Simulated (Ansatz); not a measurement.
Input file:

```
crystal:
  periodic: [false, false, false]
  atoms:
    - {symbol: Al, position_ang: [0.137341, -1.402245, -0.434514]}
    - {symbol: Al, position_ang: [-0.377712, 0.354794, 1.380368]}
    - {symbol: Cu, position_ang: [0.237085, 1.033111, -0.932895]}
    - {symbol: Cu, position_ang: [1.832295, 0.033328, 0.487725]}
    - {symbol: Cu, position_ang: [-1.828998, -0.018988, -0.500675]}
basis:
  gaussian: {orbitals: def2-TZVP, initial_orbitals: start.molden}
total_charge: 1
hamiltonian: {xc: pbe0, dispersion: d4}
scf: {omitted_lower_state_checks: [starts]}
output: {orbitals: {seedname: orbitals}}
```

Launched as:

```sh
ansatz run in.yaml --threads 4 --pin off --events-out ev --progress --plain --max-ram 4787MiB
```

Geometry: r2SCAN-D4/def2-SVP.

All numbers below come from RKS PBE0-D4/def2-TZVP (Ansatz 0.2.0).

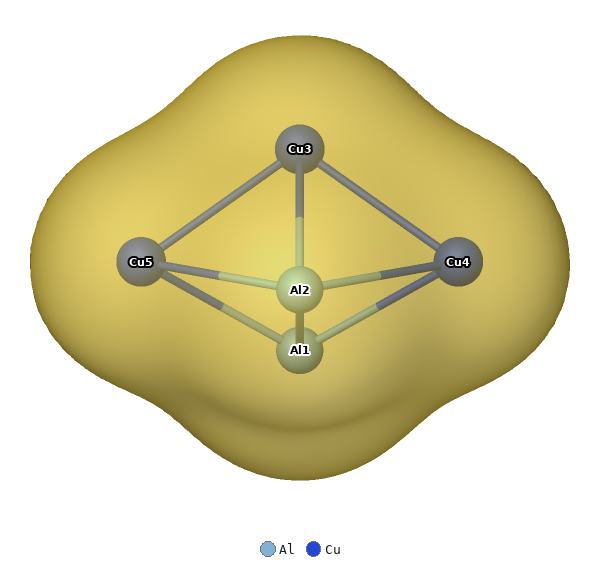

Al$_{2}$Cu$_{3}$ (charge +1). Isosurface of the total electron density at 0.05 e/Å³ (yellow), seen from one side.

**What does this surface tell about the bonding?**

At this value the surface is in one piece. It bridges the sampled Cu–Cu (2.36 Å), Al–Cu (2.41 Å), Al–Al (2.58 Å) and Al–Cu (2.49 Å) contacts, where the density stays above the isovalue. On the grid the lowest density along these lines, outside the cores, is 0.36 e/Å³ (Cu–Cu, 2.36 Å), 0.31 e/Å³ (Al–Cu, 2.41 Å), 0.22 e/Å³ (Al–Al, 2.58 Å) and 0.28 e/Å³ (Al–Cu, 2.49 Å).
